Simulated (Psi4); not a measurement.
**SnO: single-point calculation (part 2 of 2)**

Continued. System: SnO (tin(ii) oxide), multiplicity 3, SMILES [O]=[Sn]. Method: CCSD/def2-TZVP, UHF, core potentials def2 (Psi4 1.11). The geometry is that of the parent species in another charge or spin state. The geometry comes from this level: PBE0-D4/def2-TZVP.

Geometry of the input (Å):
```
O  -0.0000  0.0000  -0.0071
Sn 0.0000  -0.0000  1.8107
```

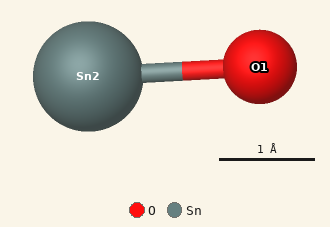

The input geometry (ball-and-stick view, seen at a tilt; atoms are numbered from 1 in the order of the input). Sticks mark near contacts.

Log, continued
```
	IRREP	# MOs	# FZDC	# DOCC	# SOCC	# VIRT	# FZVR
	-----	-----	------	------	------	------	------
	 A	   81	    5	    9	    2	    65	    0
	Transforming integrals...
	IWL integrals will be deleted.
	(OO|OO)...
	Presorting SO-basis two-electron integrals.
	Sorting File: SO Ints (nn|nn) nbuckets = 1
	Constructing frozen core operators
	Starting AA/AB first half-transformation.
	Sorting AA/AB half-transformed integrals.
	Starting BB first half-transformation.
	Sorting BB half-transformed integrals.
	First half integral transformation complete.
	Starting AA second half-transformation.
	Starting AB second half-transformation.
	Starting BB second half-transformation.
	Two-electron integral transformation complete.
	(OO|OV)...
	Starting AA second half-transformation.
	Starting AB second half-transformation.
	Starting BB second half-transformation.
	Two-electron integral transformation complete.
	(OO|VV)...
	Starting AA second half-transformation.
	Starting AB second half-transformation.
	Starting BB second half-transformation.
	Two-electron integral transformation complete.
	(OV|OO)...
	Starting AA/AB first half-transformation.
	Sorting AA/AB half-transformed integrals.
	Starting BB first half-transformation.
	Sorting BB half-transformed integrals.
	First half integral transformation complete.
	Starting AA second half-transformation.
	Starting AB second half-transformation.
	Starting BB second half-transformation.
	Two-electron integral transformation complete.
	(OV|OV)...
	Starting AA second half-transformation.
	Starting AB second half-transformation.
	Starting BB second half-transformation.
	Two-electron integral transformation complete.
	(OV|VV)...
	Starting AA second half-transformation.
	Starting AB second half-transformation.
	Starting BB second half-transformation.
	Two-electron integral transformation complete.
	(VV|OO)...
	Starting AA/AB first half-transformation.
	Sorting AA/AB half-transformed integrals.
	Starting BB first half-transformation.
	Sorting BB half-transformed integrals.
	First half integral transformation complete.
	Starting AA second half-transformation.
	Starting AB second half-transformation.
	Starting BB second half-transformation.
	Two-electron integral transformation complete.
	(VV|OV)...
	Starting AA second half-transformation.
	Starting AB second half-transformation.
	Starting BB second half-transformation.
	Two-electron integral transformation complete.
	(VV|VV)...
	Starting AA second half-transformation.
	Starting AB second half-transformation.
	Starting BB second half-transformation.
	Two-electron integral transformation complete.
	Frozen core energy     =   -230.23272232683811

	Size of irrep 0 of <AB|CD> integrals:      4.326 (MW) /     34.611 (MB)
	Total:                                     4.326 (MW) /     34.611 (MB)

	Size of irrep 0 of <ab|cd> integrals:      4.889 (MW) /     39.108 (MB)
	Total:                                     4.889 (MW) /     39.108 (MB)

	Size of irrep 0 of <Ab|Cd> integrals:     18.966 (MW) /    151.728 (MB)
	Total:                                    18.966 (MW) /    151.728 (MB)

	Size of irrep 0 of <IA|BC> integrals:      3.021 (MW) /     24.167 (MB)
	Total:                                     3.021 (MW) /     24.167 (MB)

	Size of irrep 0 of <ia|bc> integrals:      2.707 (MW) /     21.655 (MB)
	Total:                                     2.707 (MW) /     21.655 (MB)

	Size of irrep 0 of <Ia|Bc> integrals:      3.210 (MW) /     25.677 (MB)
	Total:                                     3.210 (MW) /     25.677 (MB)

	Size of irrep 0 of <iA|bC> integrals:      2.548 (MW) /     20.381 (MB)
	Total:                                     2.548 (MW) /     20.381 (MB)

	Size of irrep 0 of tIjAb amplitudes:       0.431 (MW) /      3.449 (MB)
	Total:                                     0.431 (MW) /      3.449 (MB)

	Nuclear Rep. energy          =     51.23680464509145
	SCF energy                   =   -288.15827815243762
	One-electron energy          =   -198.62672182992205
	Two-electron (AA) energy     =     23.39016196747848
	Two-electron (BB) energy     =     16.99793195452470
	Two-electron (AB) energy     =     49.07626743722908
	Two-electron energy          =     89.46436135923227
	Reference energy             =   -288.15827815243642

	total time  =          7 seconds =       0.12 minutes
            **************************
            *                        *
            *        CCENERGY        *
            *                        *
            **************************

    Nuclear Rep. energy (wfn)     =   51.236804645091453
    SCF energy          (wfn)     = -288.158278152437617
    Reference energy    (file100) = -288.158278152436424

    Input parameters:
    -----------------
    Wave function   =     CCSD
    Reference wfn   =     UHF
    Brueckner       =     No
    Memory (Mbytes) =     1600.0
    Maxiter         =    100
    R_Convergence   =     1.0e-07
    E_Convergence   =     1.0e-06
    Restart         =     Yes
    DIIS            =     Yes
    AO Basis        =     NONE
    ABCD            =     NEW
    Cache Level     =     2
    Cache Type      =     LRU
    Print Level     =     1
    Num. of threads =     1
    # Amps to Print =     10
    Print MP2 Amps? =     No
    Analyze T2 Amps =     No
    Print Pair Ener =     No
    Local CC        =     No
    SCS-MP2         =     False
    SCSN-MP2        =     False
    SCS-CCSD        =     False

MP2 correlation energy -0.4823257552259259
                Solving CC Amplitude Equations
                ------------------------------
  Iter             Energy              RMS        T1Diag      D1Diag    New D1Diag    D2Diag
  ----     ---------------------    ---------   ----------  ----------  ----------   --------
     0        -0.482325755225926    0.000e+00    0.000000    0.000000    0.000000    0.000000
     1        -0.469087406984250    1.167e-01    0.023486    0.000000    0.000000    0.000000
     2        -0.482789023635374    4.344e-02    0.025772    0.000000    0.000000    0.000000
     3        -0.487804337625297    3.815e-02    0.034980    0.000000    0.000000    0.000000
     4        -0.488911442231367    2.264e-02    0.043825    0.000000    0.000000    0.000000
     5        -0.489715016774782    1.305e-02    0.051694    0.000000    0.000000    0.000000
     6        -0.490307960813464    5.140e-03    0.054736    0.000000    0.000000    0.000000
     7        -0.490297116956480    1.661e-03    0.054843    0.000000    0.000000    0.000000
     8        -0.490303066737366    7.108e-04    0.054955    0.000000    0.000000    0.000000
     9        -0.490320586839967    3.827e-04    0.055015    0.000000    0.000000    0.000000
    10        -0.490301548664576    1.775e-04    0.054991    0.000000    0.000000    0.000000
    11        -0.490304712283216    8.874e-05    0.054987    0.000000    0.000000    0.000000
    12        -0.490306674564490    4.145e-05    0.054997    0.000000    0.000000    0.000000
    13        -0.490306823054980    2.148e-05    0.054992    0.000000    0.000000    0.000000
    14        -0.490307458063975    1.051e-05    0.054993    0.000000    0.000000    0.000000
    15        -0.490307245915554    4.468e-06    0.054992    0.000000    0.000000    0.000000
    16        -0.490307200097921    2.634e-06    0.054992    0.000000    0.000000    0.000000
    17        -0.490307194850059    9.528e-07    0.054992    0.000000    0.000000    0.000000
    18        -0.490307193867890    4.204e-07    0.054992    0.000000    0.000000    0.000000
    19        -0.490307202762455    2.185e-07    0.054992    0.000000    0.000000    0.000000
    20        -0.490307202942674    9.649e-08    0.054992    0.000000    0.000000    0.000000

    Iterations converged.

    Largest TIA Amplitudes:
              8   0        -0.0967920521
              6   1         0.0314680044
              6   7        -0.0310953982
              8   3        -0.0290689761
              9   4        -0.0267261008
              9   6         0.0228024914
              7   8        -0.0226222540
              6  10         0.0211054175
              8   9        -0.0197015832
             10   2         0.0128603213

    Largest Tia Amplitudes:
              8   0         0.1582143327
              6   1        -0.0654996597
              7   2        -0.0618675374
              8   3        -0.0595761368
              8   9         0.0391190129
              8  13         0.0384232365
              7   5        -0.0261072094
              8   6        -0.0252893600
              6   4        -0.0214820282
              8  12        -0.0191019468

    Largest TIJAB Amplitudes:
      8   7  31  30        -0.0171575588
     10   9   5   0        -0.0167571356
      3   2  36  35         0.0151288757
     10   9   8   1        -0.0144903097
      8   7  13  12         0.0142274431
     10   9   8   4        -0.0122611692
      9   8   1   0        -0.0122489225
     10   9   4   2        -0.0116048897
     10   8   8   0        -0.0108958369
      8   6  12  11        -0.0106834126

    Largest Tijab Amplitudes:
      8   6   1   0         0.0500724993
      8   7   2   0         0.0417265475
      7   6   2   1        -0.0201300600
      8   6   9   1        -0.0200374942
      8   7   5   0         0.0184358529
      8   6   4   0         0.0178535643
      7   6  33  32         0.0163793099
      8   6   3   1         0.0160045180
      8   7   9   2        -0.0154278342
      7   6  15  14        -0.0152278701

    Largest TIjAb Amplitudes:
      8   8   0   0        -0.0634355583
      9   8   0   1        -0.0466050045
     10   8   8   0        -0.0451698406
      9   8   1   0        -0.0437744412
      9   8   4   0        -0.0420424891
     10   8   5   1        -0.0359575055
      8   6   0   1        -0.0349232179
     10   8   6   2         0.0334429558
      8   6  12  14        -0.0298552180
      9   8   0   4        -0.0296890063

    SCF energy       (wfn)                    = -288.158278152437617
    Reference energy (file100)                = -288.158278152436424

    Opposite-spin MP2 correlation energy      =   -0.330321160610418
    Same-spin MP2 correlation energy          =   -0.152004594615508
    Singles MP2 correlation energy            =   -0.000000000000000
    MP2 correlation energy                    =   -0.482325755225926
      * MP2 total energy                      = -288.640603907662353

    Opposite-spin CCSD correlation energy     =   -0.348346375051828
    Same-spin CCSD correlation energy         =   -0.141960827890846
    Singles CCSD correlation energy           =    0.000000000000000
    CCSD correlation energy                   =   -0.490307202942674
      * CCSD total energy                     = -288.648585355379112

  Variable Map:
  ----------------------------------------------------------------------------
  "CC D1 DIAGNOSTIC"                      =>       0.000000000000
  "CC D2 DIAGNOSTIC"                      =>       0.000000000000
  "CC NEW D1 DIAGNOSTIC"                  =>       0.000000000000
  "CC T1 DIAGNOSTIC"                      =>       0.054992011568
  "CCSD CORRELATION ENERGY"               =>      -0.490307202943
  "CCSD DOUBLES ENERGY"                   =>      -0.490307202943
  "CCSD ITERATIONS"                       =>      20.000000000000
  "CCSD OPPOSITE-SPIN CORRELATION ENERGY" =>      -0.348346375052
  "CCSD SAME-SPIN CORRELATION ENERGY"     =>      -0.141960827891
  "CCSD SINGLES ENERGY"                   =>       0.000000000000
  "CCSD TOTAL ENERGY"                     =>    -288.648585355379
  "CURRENT CORRELATION ENERGY"            =>      -0.490307202943
  "CURRENT ENERGY"                        =>    -288.648585355379
  "CURRENT REFERENCE ENERGY"              =>    -288.158278152438
  "DD SOLVATION ENERGY"                   =>       0.000000000000
  "HF KINETIC ENERGY"                     =>     157.699497612711
  "HF POTENTIAL ENERGY"                   =>    -445.857775765149
  "HF TOTAL ENERGY"                       =>    -288.158278152438
  "HF VIRIAL RATIO"                       =>       2.827261865222
  "MP2 CORRELATION ENERGY"                =>      -0.482325755226
  "MP2 DOUBLES ENERGY"                    =>      -0.482325755226
  "MP2 OPPOSITE-SPIN CORRELATION ENERGY"  =>      -0.330321160610
  "MP2 SAME-SPIN CORRELATION ENERGY"      =>      -0.152004594616
  "MP2 SINGLES ENERGY"                    =>      -0.000000000000
  "MP2 TOTAL ENERGY"                      =>    -288.640603907662
  "NUCLEAR REPULSION ENERGY"              =>      51.236804645091
  "ONE-ELECTRON ENERGY"                   =>    -581.801790163172
  "PCM POLARIZATION ENERGY"               =>       0.000000000000
  "PE ENERGY"                             =>       0.000000000000
  "SCF ITERATION ENERGY"                  =>    -288.158278152438
  "SCF ITERATIONS"                        =>      28.000000000000
  "SCF TOTAL ENERGY"                      =>    -288.158278152438
  "TWO-ELECTRON ENERGY"                   =>     242.406707365643

  Array Variable Map:
  ----------------------------------------------------------------------------
  "CURRENT DIPOLE"                        =>       0.000000206735 ... 0.970910790984 1 by 3
  "SCF DIPOLE"                            =>       0.000000206735 ... 0.970910790984 1 by 3
  "SCF TOTAL ENERGIES"                    =>    -286.253209605715 ... -288.158278152438 1 by 29

    Psi4 run time: 0:00:51.56
```
